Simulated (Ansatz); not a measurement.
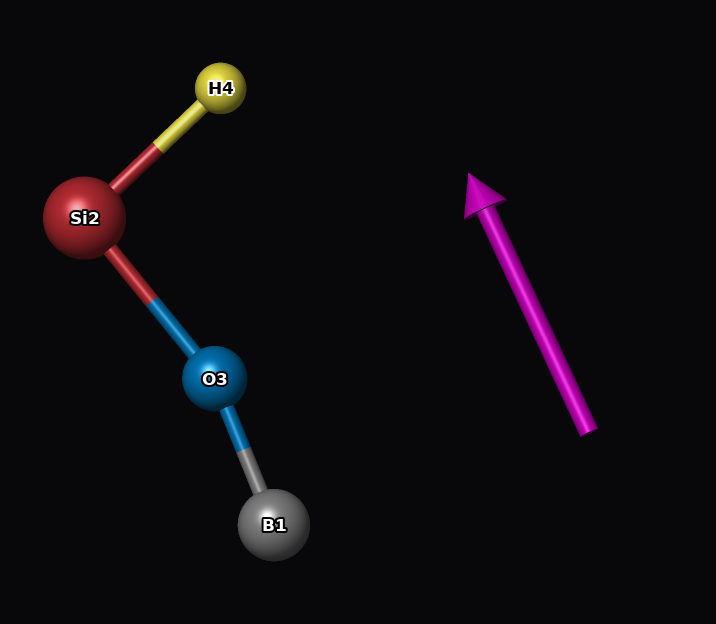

The arrow beside the molecule shows the direction of the dipole moment, from the negative to the positive end (its length means nothing). Computed geometry: PBE0-D4/def2-TZVP optimisation. No frequency run is at hand to confirm it as a minimum. Method: RKS PBE0-D4/def2-TZVP (Ansatz 0.2.0).

How large is the dipole moment?

3.35 D; it points from the side of B1 to the side of H4 (the outermost atoms at the two ends).
